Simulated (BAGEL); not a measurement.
**B3LYP/6-31G(d) (density fitting with qzvpp-jkfit, spherical functions) run of CH5AlOS (SMILES C[O][AlH][SH])**

Aim: the energy change on altering one bond length of CH5AlOS at B3LYP/6-31G* (density fitting with qzvpp-jkfit, spherical functions), from 2 runs. 

The results are computed with BAGEL 1.2.2.

1 further run of the same task is left out (set aside as unsound or not needed). Runs told in other sessions of the task aren't counted.

**1. Starting point**

CH5AlOS has 9 atoms, charge 0, and is taken as a singlet. SMILES: `C[O][AlH][SH]`. The shape is that of a PBE0-D4/def2-TZVP optimisation. This is one conformer, not always the lowest.

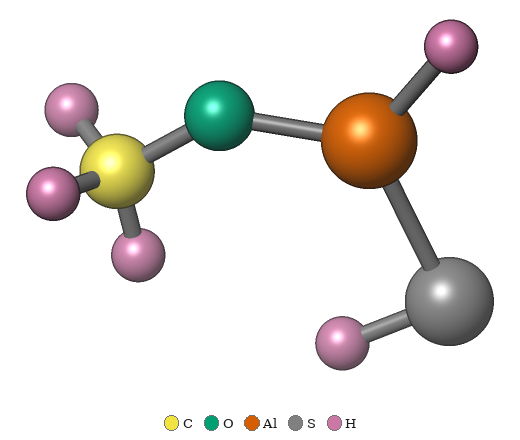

Viewed from a chosen angle; carbon yellow, oxygen teal, aluminium orange, sulfur grey, hydrogen pink.

**2. A single-point energy at B3LYP/6-31G(d) (density fitting with qzvpp-jkfit, spherical functions)**

Input file input.json:

```json
{ "bagel" : [

{
  "title" : "molecule",
  "basis" : "6-31gs.json",
  "df_basis" : "qzvpp-jkfit",
  "angstrom" : true,
  "geometry" : [
    { "atom" : "C", "xyz" : [    0.612900,    1.288100,    0.163300 ] },
    { "atom" : "O", "xyz" : [    0.207400,    0.389900,   -0.822800 ] },
    { "atom" : "Al", "xyz" : [   -0.503200,   -1.128100,   -0.920600 ] },
    { "atom" : "S", "xyz" : [   -1.045300,   -2.228800,    0.887900 ] },
    { "atom" : "H", "xyz" : [    0.400200,    0.928300,    1.178600 ] },
    { "atom" : "H", "xyz" : [    1.690300,    1.468000,    0.089900 ] },
    { "atom" : "H", "xyz" : [    0.100100,    2.246400,    0.033100 ] },
    { "atom" : "H", "xyz" : [   -0.773800,   -1.748500,   -2.336000 ] },
    { "atom" : "H", "xyz" : [   -0.600000,   -1.261900,    1.709600 ] }
  ]
},
{
  "title" : "ks",
  "xc_func" : "b3lyp"
},
{
  "title" : "print",
  "file" : "orbitals.molden",
  "orbitals" : true
}

]}
```

The basis set 6-31G* is read from a file made from the Basis Set Exchange's data (not shown).

Run with:

```
$ BAGEL_NUM_THREADS=1 BAGEL input.json > input.out
```

Standard output:

```text
* using 1 threads per process

  ===============================================================
  ===============================================================

  *** Geometry ***

  { "atom" : "C", "xyz" : [      1.158213,      2.434156,      0.308592 ] },
  { "atom" : "O", "xyz" : [      0.391929,      0.736804,     -1.554867 ] },
  { "atom" : "Al", "xyz" : [     -0.950910,     -2.131800,     -1.739682 ] },
  { "atom" : "S", "xyz" : [     -1.975331,     -4.211822,      1.677888 ] },
  { "atom" : "H", "xyz" : [      0.756268,      1.754233,      2.227231 ] },
  { "atom" : "H", "xyz" : [      3.194204,      2.774118,      0.169886 ] },
  { "atom" : "H", "xyz" : [      0.189162,      4.245081,      0.062550 ] },
  { "atom" : "H", "xyz" : [     -1.462270,     -3.304186,     -4.414400 ] },
  { "atom" : "H", "xyz" : [     -1.133836,     -2.384645,      3.230676 ] },

  Number of auxiliary basis functions:      498

  Since a DF basis is specified, we compute 2- and 3-index integrals:
    o Being stored without compression. Storage requirement is 0.022 GB

  Number of basis functions:       74
  Number of electrons      :       48

    * METHOD: MOLECULE                             0.25

  *** Kohn-Sham DFT ***

    * Removing 15776 points whose weight is below 1.00e-10
    * Grid points: 118378

  === Nuclear Repulsion ===
   198.0351952400

       - DIIS with orbital gradients will be used.

  === KS iteration (b3lyp / 6-31gs.json) ===
      0       -720.75258568          0.11610285           0.36
      1       -688.58069106          0.17093964           0.33
      2       -710.28727378          0.15739037           0.33
      3       -724.09296504          0.16004065           0.33
      4       -750.75038235          0.08474859           0.33
      5       -756.62348778          0.02785479           0.33
      6       -756.63627487          0.03100190           0.34
      7       -757.01415363          0.00619929           0.34
      8       -757.03101255          0.00176805           0.33
      9       -757.03244793          0.00018301           0.33
     10       -757.03246424          0.00011088           0.34
     11       -757.03247000          0.00004107           0.34
     12       -757.03247060          0.00001093           0.34
     13       -757.03247067          0.00000179           0.34
     14       -757.03247067          0.00000158           0.33
     15       -757.03247068          0.00000022           0.34
     16       -757.03247068          0.00000004           0.33
     17       -757.03247068          0.00000001           0.33
     18       -757.03247068          0.00000001           0.33
     19       -757.03247068          0.00000000           0.34
    * SCF iteration converged.

    * Permanent dipole moment:
           (   -0.303448,    -0.654793,    -0.289458) a.u.

    * METHOD: KS                                   7.32

    * METHOD: PRINT                                0.01

  ===============================================================
```

It took 7.8 s on 1 thread of Arm Neoverse V1, shared host; peak memory 0.44 GiB.

**3. The distorted shape at the same level**

Input file calc.json:

```json
{ "bagel": [

{
  "title": "molecule",
  "basis": "6-31gs.json",
  "df_basis": "qzvpp-jkfit",
  "angstrom": true,
  "geometry": [
    { "atom": "C", "xyz": [    0.826070,    1.743480,    0.192639 ] },
    { "atom": "O", "xyz": [    0.420570,    0.845280,   -0.793461 ] },
    { "atom": "Al", "xyz": [   -0.503200,   -1.128100,   -0.920600 ] },
    { "atom": "S", "xyz": [   -1.045300,   -2.228800,    0.887900 ] },
    { "atom": "H", "xyz": [    0.613370,    1.383680,    1.207939 ] },
    { "atom": "H", "xyz": [    1.903470,    1.923380,    0.119239 ] },
    { "atom": "H", "xyz": [    0.313270,    2.701780,    0.062439 ] },
    { "atom": "H", "xyz": [   -0.773800,   -1.748500,   -2.336000 ] },
    { "atom": "H", "xyz": [   -0.600000,   -1.261900,    1.709600 ] }
  ]
},
{ "title": "ks", "xc_func": "b3lyp" },
{ "title": "print", "file": "orbitals.molden", "orbitals": true }

]}
```

The basis set 6-31G* is read from a file made from the Basis Set Exchange's data (not shown).

Run with:

```
$ BAGEL_NUM_THREADS=1 BAGEL calc.json > calc.out
```

Standard output:

```text
* using 1 threads per process

  ===============================================================
  ===============================================================

  *** Geometry ***

  { "atom" : "C", "xyz" : [      1.561046,      3.294700,      0.364035 ] },
  { "atom" : "O", "xyz" : [      0.794762,      1.597348,     -1.499424 ] },
  { "atom" : "Al", "xyz" : [     -0.950910,     -2.131800,     -1.739682 ] },
  { "atom" : "S", "xyz" : [     -1.975331,     -4.211822,      1.677888 ] },
  { "atom" : "H", "xyz" : [      1.159101,      2.614776,      2.282674 ] },
  { "atom" : "H", "xyz" : [      3.597037,      3.634661,      0.225329 ] },
  { "atom" : "H", "xyz" : [      0.591995,      5.105624,      0.117993 ] },
  { "atom" : "H", "xyz" : [     -1.462270,     -3.304186,     -4.414400 ] },
  { "atom" : "H", "xyz" : [     -1.133836,     -2.384645,      3.230676 ] },

  Number of auxiliary basis functions:      498

  Since a DF basis is specified, we compute 2- and 3-index integrals:
    o Being stored without compression. Storage requirement is 0.022 GB

  Number of basis functions:       74
  Number of electrons      :       48

    * METHOD: MOLECULE                             0.25

  *** Kohn-Sham DFT ***

    * Removing 15133 points whose weight is below 1.00e-10
    * Grid points: 119021

  === Nuclear Repulsion ===
   182.7582045413

       - DIIS with orbital gradients will be used.

  === KS iteration (b3lyp / 6-31gs.json) ===
      0       -717.64623453          0.12032733           0.35
      1       -686.11187748          0.22089324           0.33
      2       -691.15035331          0.12855406           0.33
      3       -711.98318488          0.15707650           0.33
      4       -746.69137037          0.08461235           0.33
      5       -754.76828504          0.03823456           0.33
      6       -754.15572465          0.06190524           0.33
      7       -756.21991418          0.03238813           0.33
      8       -756.77690316          0.01955802           0.33
      9       -756.92873069          0.00859276           0.33
     10       -756.95964315          0.00479087           0.33
     11       -756.97312178          0.00113182           0.34
     12       -756.97413283          0.00023258           0.34
     13       -756.97416136          0.00005586           0.35
     14       -756.97416256          0.00002299           0.35
     15       -756.97416286          0.00000614           0.35
     16       -756.97416288          0.00000122           0.34
     17       -756.97416288          0.00000016           0.34
     18       -756.97416288          0.00000013           0.34
     19       -756.97416288          0.00000003           0.34
     20       -756.97416288          0.00000002           0.33
     21       -756.97416288          0.00000001           0.33
    * SCF iteration converged.

    * Permanent dipole moment:
           (    0.074982,     0.151874,    -0.250340) a.u.

    * METHOD: KS                                   8.01

    * METHOD: PRINT                                0.01

  ===============================================================
```

Wall time 8.4 s (1 thread of Arm Neoverse V1, shared host); peak memory 0.44 GiB.

**4. What came out**

Level: B3LYP/6-31G* (density fitting with qzvpp-jkfit, spherical functions).

```
                                                          quantity          value
                                         first shape: total energy  -757.03247 Eh
                                        first shape: dipole moment         1.98 D
                                          first shape: HOMO energy       -7.29 eV
                                          first shape: LUMO energy       -0.64 eV
                                        first shape: HOMO–LUMO gap        6.65 eV
                                     distorted shape: total energy  -756.97416 Eh
                                    distorted shape: dipole moment         0.77 D
                                      distorted shape: HOMO energy       -6.40 eV
                                      distorted shape: LUMO energy       -1.46 eV
                                    distorted shape: HOMO–LUMO gap        4.94 eV
energy change with the O2–Al3 bond stretched from 1.679 to 2.183 Å       1.587 eV
```

**Reading.** With the O2–Al3 bond stretched from 1.679 to 2.183 Å the energy rises by 1.59 eV (37 kcal/mol). The first shape isn't relaxed at this level, so the change isn't measured from a minimum.
